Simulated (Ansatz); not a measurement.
Electronic density of states of amorphous Hf$_{18}$O$_{39}$B$_{2}$, density 8.42 g/cm³, on a 2×2×2 Γ-centred mesh with a Gaussian width of 0.1 eV; energies count from the Fermi level, whose place inside the gap is arbitrary. Cell and mesh are small, so fine structure isn't converged. Computed with PBE, scalar-relativistic without spin-orbit coupling (plane waves to 420 eV, PAW; Ansatz, a first-principles code). Sampling: a 2×2×2 Γ-centred mesh; Fermi-Dirac width 0.02 eV; no spin polarisation. At PBE the levels at the filled edge of the gap are localised (band-tail or defect states).

The cell was made by melting and quenching with the CHGNet potential and then relaxed with DFT. O atoms were pushed apart under 1.9 Å during the dynamics, to hinder bonds among them. The hot cell started wider than the set density and was brought back towards it in steps. It is the lowest in DFT energy of 2 quenches. It is a model cell: composition and starting density were chosen by hand, and all elements were melted together. No dispersion term was used. Its density started from a set value of 8.42 and ended at 8.42 g/cm³. The quench (nominally 450 K/ps over its main leg) was far faster than any real one, so the model tends to hold more defects than a real film. A cell of this size samples the disorder only roughly. The volume was held where the preparation left it, at a PBE pressure of 7.2 GPa. Stress components on the final sampling reach 9.2 GPa.

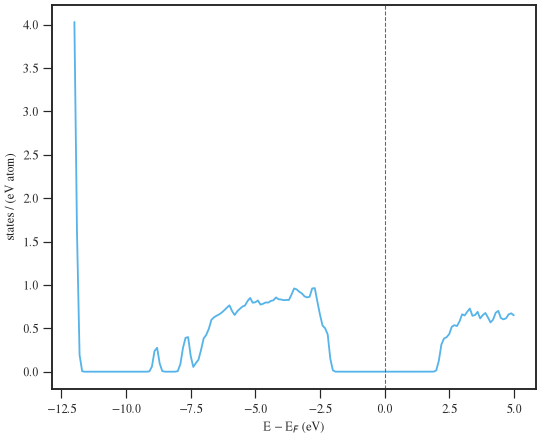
Density of states per atom

The level gap on this mesh is 4.27 eV; the broadening fills part of it in the curve.
